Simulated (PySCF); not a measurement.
Input

```
{"job": {"kind": "nmr", "xc": "PBE0", "basis": "pcSseg-1"}, "charge": 0, "multiplicity": 1}
C      3.086939     1.135878     0.257067
C      2.140136    -0.015335     0.487488
O      1.026652     0.140038    -0.362180
C      0.060566    -0.851395    -0.236435
C     -1.023744    -0.568826    -1.274205
C     -1.862719     0.612418    -0.759936
Si    -1.773254     0.323375     1.104227
O     -0.530369    -0.825557     1.042370
H      3.411605     1.167671    -0.793688
H      3.977634     1.038247     0.895061
H      2.595691     2.092069     0.491067
H      1.807628    -0.051398     1.540020
H      2.638513    -0.982834     0.273673
H      0.520455    -1.851591    -0.359026
H     -0.562393    -0.373879    -2.253667
H     -1.648460    -1.471089    -1.367729
H     -2.879309     0.624143    -1.178001
H     -1.381091     1.569590    -1.011709
H     -1.395256     1.521797     1.909654
H     -2.980498    -0.300085     1.721365
```

Run with:

```sh
OMP_NUM_THREADS=1 python probes_run.py task.json out
```

Geometry: PBE0-D3(BJ)/def2-SVP.

Method: PBE0/pcSseg-1, SCF density, gas phase, non-relativistic in PySCF 2.14.0.

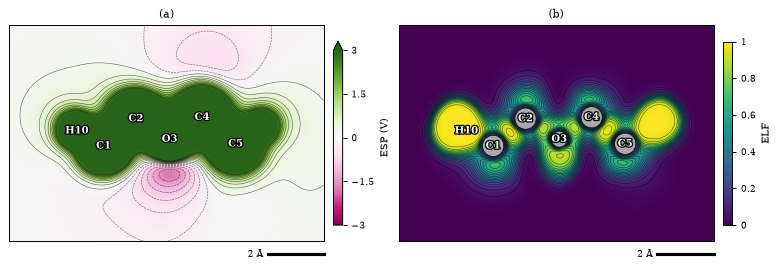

C₅H₁₂O₂Si. (a) molecular electrostatic potential; (b) electron localisation function on the plane of atoms C1, C2 and O3. Grey discs cover the atomic cores in the ELF map.

Q: Interpret the plot.

A: Atoms in the plane: C, O and H.
C–O (1.39 Å): the ELF peaks at about 0.90 between the atoms: a shared but strongly polarised pair.
C–C (1.51 Å): the ELF peaks at about 0.95 between the atoms (a covalent bond).
C–H (1.10 Å): the ELF climbs to about 1 towards the hydrogen, as it does in any bond to H (a covalent bond by its length).
The ELF also peaks beside O3, away from the bonds: lone-pair regions.
Outside the dense part of the molecule the potential is most negative (−1.8 V) near O3.
